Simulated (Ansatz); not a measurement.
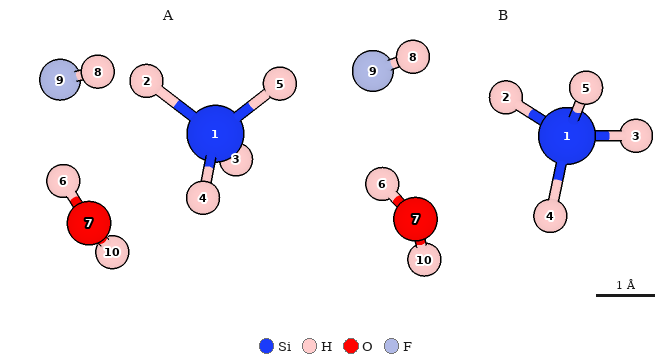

Two geometries of SiH7OF, drawn at one scale. One is the start of a relaxation, the other its converged end. Style: ball-and-stick. Shown at a tilt.

The calculation used RKS PBE-D4/def2-SVP in Ansatz. Set-up: no spin polarisation; force threshold 0.03 eV/Å; at most 50 steps.

### Which one is relaxed?

Structure A is the relaxed one. The run prepares an end point of a later path (reaction) calculation, from a guessed geometry. The largest move after the best rigid fit is that of H3, 1.27 Å. Largest moves by element: H 1.27 Å, F 0.43 Å, O 0.31 Å, Si 0.31 Å. Among the contacts that change: Si1–H2 1.451 → 1.516 Å, H8–F9 0.918 → 0.951 Å, H6–O7 0.974 → 0.983 Å, Si1–H3 1.508 → 1.499 Å. Bond angles that change, for instance: H2–Si1–H4 115.8° → 110.5°, H3–Si1–H4 109.5° → 114.2°, H2–Si1–H3 106.7° → 110.9°. The energy falls by 31.7 kJ/mol in 27 accepted moves (32 points after the start). The largest force component goes from 0.96 to 0.016 eV/Å. The line search rejected the trial steps at points 13, 19, 22, 24, 31 of the run. The forces were under the threshold at step 25, but the run went on from there.
